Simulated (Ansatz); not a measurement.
Single-point calculation of NH4 (charge +1)

The run: single-point calculation of NH4, charge +1. Method and program: RKS B2PLYP (frozen core)/def2-TZVPPD (Ansatz 0.2.0).

The geometry comes from this level: PBE0-D4/def2-TZVP.

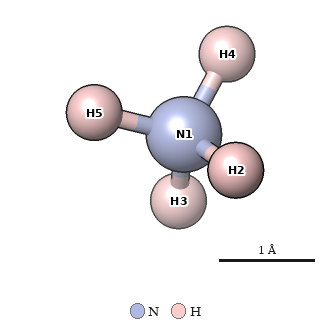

The structure as given in the input (ball-and-stick view, seen at a tilt; atoms are numbered from 1 in the order of the input).

**Key numbers**

| quantity | value |
| --- | --- |
| outcome | converged |
| total energy | −1547.6503 eV |
| mean-field energy | −1545.6601 eV |
| SCF solution under orbital rotations | stable |
| hardware | 2 threads of Arm Neoverse V2, 23 GiB of memory available, shared host |
| wall time | 0.65 s (CPU time 1.1 s) |
| peak memory | 0.41 GiB |

**Input**
```yaml
crystal:
  periodic: [false, false, false]
  atoms:
    - {symbol: N, position_ang: [0.058148, -0.244562, -1.666455]}
    - {symbol: H, position_ang: [0.023612, -0.095718, -0.654383]}
    - {symbol: H, position_ang: [-0.867926, -0.522608, -2.002188]}
    - {symbol: H, position_ang: [0.734265, -0.982784, -1.879839]}
    - {symbol: H, position_ang: [0.342636, 0.622870, -2.129345]}
basis:
  gaussian: {orbitals: "def2-TZVPPD.json"}
total_charge: 1
hamiltonian: {xc: {name: B2PLYP}}
```

Run as:
```bash
ansatz run in.yaml --threads 2 --pin off --events-out ev --progress --plain --max-ram 5222MiB
```

**The program's output**
```
Functional definition: B2PLYP
  name "B2PLYP"
  cite "Grimme, J. Chem. Phys. 124, 034108 (2006) doi:10.1063/1.2148954"
  cite "Becke, Phys. Rev. A 38, 3098 (1988) doi:10.1103/PhysRevA.38.3098"
  cite "Lee, Yang & Parr, Phys. Rev. B 37, 785 (1988) doi:10.1103/PhysRevB.37.785"
  parameter a = 0.53
  parameter c = 0.27
  exchange = (1 - a)*b88_x + a*exact_x
  correlation = (1 - c)*lyp_c + c*(mp2_os + mp2_ss)
585 factors; integrals over basis functions are off by at most 9.1e-4 eV
mean field evaluation 1: about -1536.7430 eV, gradient 7.3e1 eV
mean field evaluation 2: about -1536.7427 eV, gradient 7.3e1 eV
mean field evaluation 4: about -1545.6515 eV, gradient 2.0e0 eV
mean field evaluation 8: about -1545.6601 eV, gradient 1.8e-2 eV
mean field -1545.66005904 eV, -56.8019594838 hartree, gradient 4.1e-6 eV, S^2 0.000000; 0 other end points of the search recorded, 0 dependent functions left out
1 core orbitals not correlated: weight in the atoms' cores, before any rotation towards them, 1.000 or more for the frozen orbitals, at most 0.000 for the correlated occupied ones
reference -1545.66014601 eV, -56.8019626796 hartree; 4, 4 occupied and 100, 100 virtual orbitals, 585 factors
second order -7.37080948 eV of doubles, -0.00000000 eV of singles
Total energy: -1547.65026457 eV, -56.8750981878 hartree
```
